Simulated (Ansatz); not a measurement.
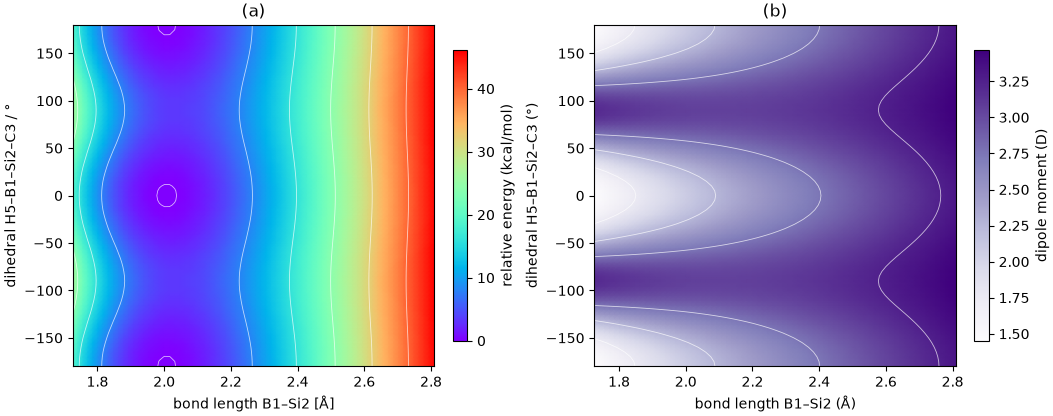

CH₄BClSi, SMILES B[SiH]=CCl. 
- First axis: bond length B1–Si2. Second axis: dihedral H5–B1–Si2–C3.
- Nothing is relaxed (all other coordinates rigid).
- Grid: 15 × 15 points; 120 points were computed and 105 follow by symmetry.
- Points are written as (first, second).
- Energies are in kcal/mol, from the lowest grid point.
- Method: RHF/def2-TZVP in Ansatz 0.2.0.

Panel (a) is the energy and panel (b) the computed dipole moment on the same grid.

Drawn: a smooth colour map with a few white contour lines. Between grid points the surface is interpolated.

> How does the dipole moment vary over the map, and what is it at the lowest grid point?

Leaving out the highest fifth of the energies, it runs from 1.46 D at (1.726 Å, −180°) to 3.25 D at (2.577 Å, −84°). At the lowest grid point, (2.035 Å, −180°), it is 2.15 D.

```tsv
dihedral H5–B1–Si2–C3 ↓, bond length B1–Si2 →	1.726	1.803	1.881	1.958	2.035	2.113	2.190	2.268	2.345	2.423	2.500	2.577	2.655	2.732	2.810
156	1.65	1.83	2.00	2.15	2.29	2.41	2.53	2.64	2.74	2.84	2.94	3.04	3.14	3.24	3.35
132	2.24	2.36	2.46	2.55	2.62	2.70	2.77	2.84	2.91	2.98	3.06	3.14	3.22	3.31	3.40
108	2.96	2.96	2.95	2.95	2.96	2.98	3.00	3.03	3.07	3.11	3.17	3.23	3.29	3.37	3.45
84	3.17	3.12	3.08	3.06	3.05	3.05	3.06	3.08	3.11	3.14	3.19	3.25	3.31	3.38	3.46
60	2.62	2.67	2.72	2.77	2.81	2.85	2.90	2.94	3.00	3.05	3.12	3.18	3.26	3.34	3.43
36	1.89	2.05	2.20	2.32	2.44	2.54	2.63	2.73	2.81	2.90	2.99	3.08	3.17	3.27	3.37
12	1.50	1.69	1.87	2.03	2.18	2.32	2.45	2.57	2.68	2.79	2.90	3.00	3.11	3.21	3.32
−12	1.50	1.69	1.87	2.03	2.18	2.32	2.45	2.57	2.68	2.79	2.90	3.00	3.11	3.21	3.32
−36	1.89	2.05	2.20	2.32	2.44	2.54	2.63	2.73	2.81	2.90	2.99	3.08	3.17	3.27	3.37
−60	2.62	2.67	2.72	2.77	2.81	2.85	2.90	2.94	3.00	3.05	3.12	3.18	3.26	3.34	3.43
−84	3.17	3.12	3.08	3.06	3.05	3.05	3.06	3.08	3.11	3.14	3.19	3.25	3.31	3.38	3.46
−108	2.96	2.96	2.95	2.95	2.96	2.98	3.00	3.03	3.07	3.11	3.17	3.23	3.29	3.37	3.45
−132	2.24	2.36	2.46	2.55	2.62	2.70	2.77	2.84	2.91	2.98	3.06	3.14	3.22	3.31	3.40
−156	1.65	1.83	2.00	2.15	2.29	2.41	2.53	2.64	2.74	2.84	2.94	3.04	3.14	3.24	3.35
−180	1.46	1.64	1.83	2.00	2.15	2.30	2.43	2.55	2.67	2.78	2.89	3.00	3.10	3.21	3.32
```
